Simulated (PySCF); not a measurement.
| atom | x (Å) | y (Å) | z (Å) |
| --- | --- | --- | --- |
| Sn | 0.0000 | 0.0000 | -0.1956 |
| N | 0.0000 | 0.0000 | 1.6744 |

Core potentials replace the inner electrons of Sn.

Computed with PySCF 2.14.0, PBE0/def2-TZVPPD, non-relativistic Hamiltonian with scalar-relativistic core potentials where named, at a bond length of 1.870 Å.

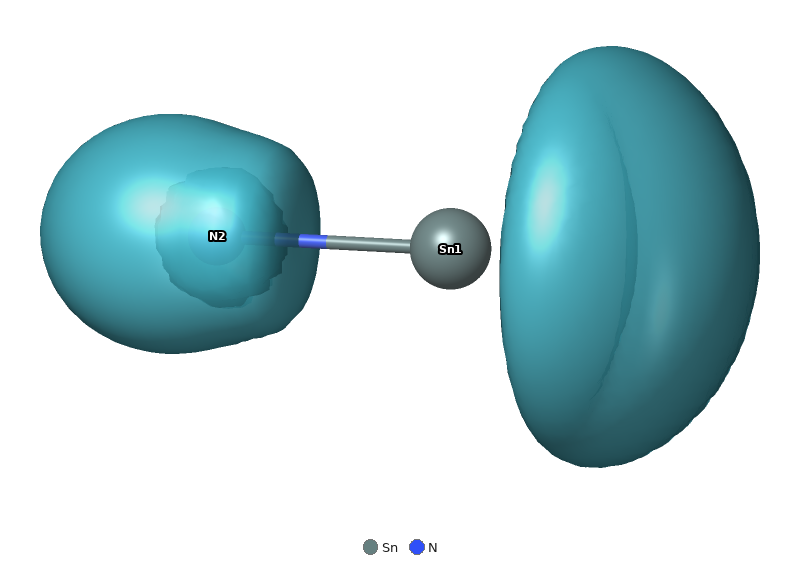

SnN (charge −1). Isosurface of the electron localisation function at 0.75 (cyan), seen from one side. Core shells and regions of very low density are left out.

Question: What do the ELF domains correspond to?

Answer: At this value the surface marks out one lobe on N, pointing away from the bonds (lone pairs) and one lobe on Sn, pointing away from the bonds (lone pairs). Profiles from the grid: Sn–N (1.87 Å): the ELF peaks at about 0.85 in the valence shell of N, 0.6 Å from its nucleus, and drops to about 0.20 between the two atoms.
